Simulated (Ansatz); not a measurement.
**H$_{6}$NSn···HS: density, localisation and related maps**

The calculation's input:

```
crystal:
  periodic: [false, false, false]
  atoms:
    - {symbol: Sn, position_ang: [-1.028427, 0.721484, -0.256235]}
    - {symbol: N, position_ang: [0.564154, 0.103559, 1.002112]}
    - {symbol: H, position_ang: [-0.382720, 1.739204, -1.439152]}
    - {symbol: H, position_ang: [-1.960363, 1.652213, 0.855316]}
    - {symbol: H, position_ang: [-1.906326, -0.652402, -0.701185]}
    - {symbol: H, position_ang: [1.140263, -0.522062, 0.070607]}
    - {symbol: S, position_ang: [1.379595, -1.116979, -1.480491]}
    - {symbol: H, position_ang: [0.282396, -0.496135, 1.770631]}
    - {symbol: H, position_ang: [1.120413, 0.862507, 1.382727]}
    - {symbol: H, position_ang: [0.791115, -2.291488, -1.204130]}
basis:
  gaussian: {orbitals: def2-TZVPP}
hamiltonian: {xc: pbe0, dispersion: d4}
output: {orbitals: {seedname: orbitals}}
```

Run with:

```sh
ansatz run in.yaml --threads 4 --pin off --events-out ev --progress --plain --max-ram 9574MiB
```

A transition-state structure; geometry: PBE0-D4/def2-TZVP; core potentials replace the inner electrons of Sn.

The calculation used RKS PBE0-D4/def2-TZVPP in Ansatz 0.2.0.

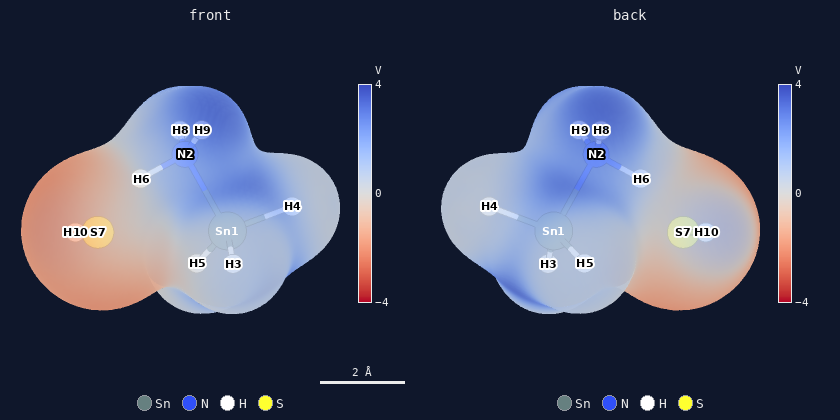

Figure 1. The electrostatic potential painted on the density surface at 0.004 e/bohr³, seen from the front and from behind; red is negative and blue positive.

Q: Where is the surface potential most negative and most positive?

A: The most negative region (about −2.0 V) lies over S7, the most positive (about +3.3 V) over H8 and H9.

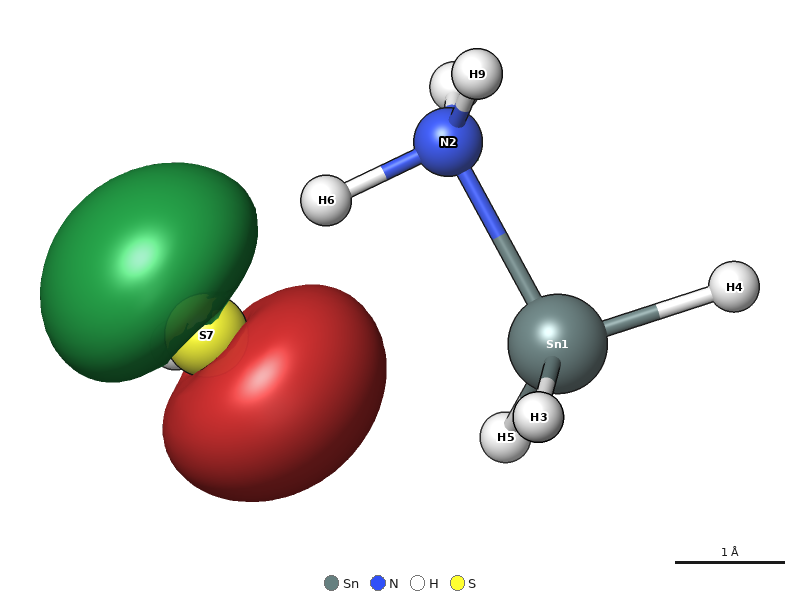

Figure 2. One frontier orbital at ±0.15 Å⁻³ᐟ² (green and red are the two phases), seen across its widest extent.

Q: Which orbital is it: HOMO or LUMO?

A: The HOMO, at −5.90 eV. Its weight (Hirshfeld) is mainly on S7 (about 85 %); largely a lone pair of S7.

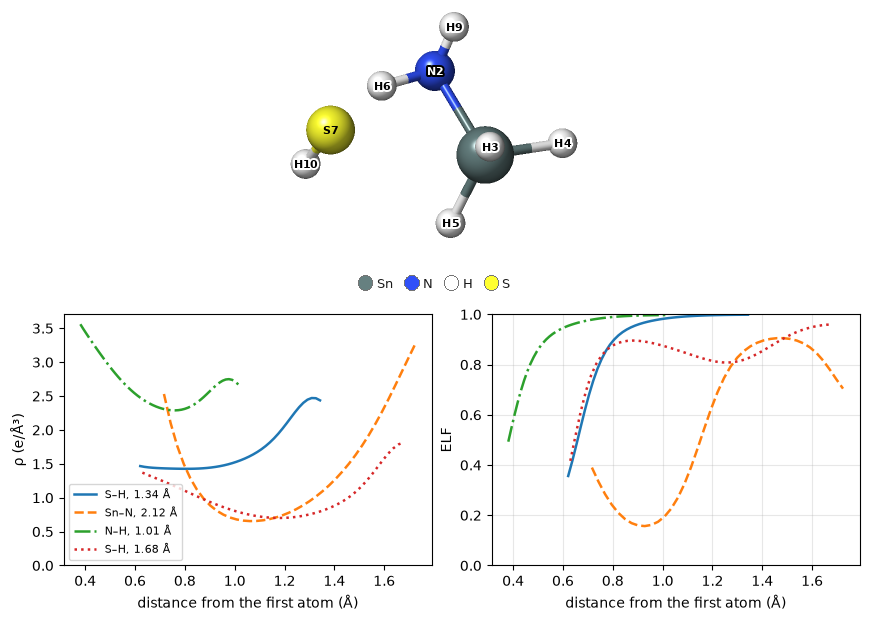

Figure 3. Electron density and electron localisation function along straight lines between neighbouring atoms. The curves leave out the atomic cores. The structure is drawn too.

Q: Compare the contacts.

A: S–H (1.34 Å): the density is about 1.4 e/Å³ at the midpoint; the ELF climbs to about 1 towards the hydrogen, as it does in any bond to H.
Sn–N (2.12 Å): ρ is about 0.66 e/Å³ halfway; the ELF peaks at about 0.90 in the valence shell of N, 0.6 Å from its nucleus, and drops to about 0.15 between the two atoms.
N–H (1.01 Å): ρ is about 2.9 e/Å³ halfway; the ELF climbs to about 1 towards the hydrogen (an ordinary covalent bond to hydrogen).
S7···H6 (1.68 Å): the density falls to about 0.7 e/Å³ on the way; the ELF peaks at about 0.90 between the atoms; by its geometry a hydrogen bond between the two molecules, with no shared pair.
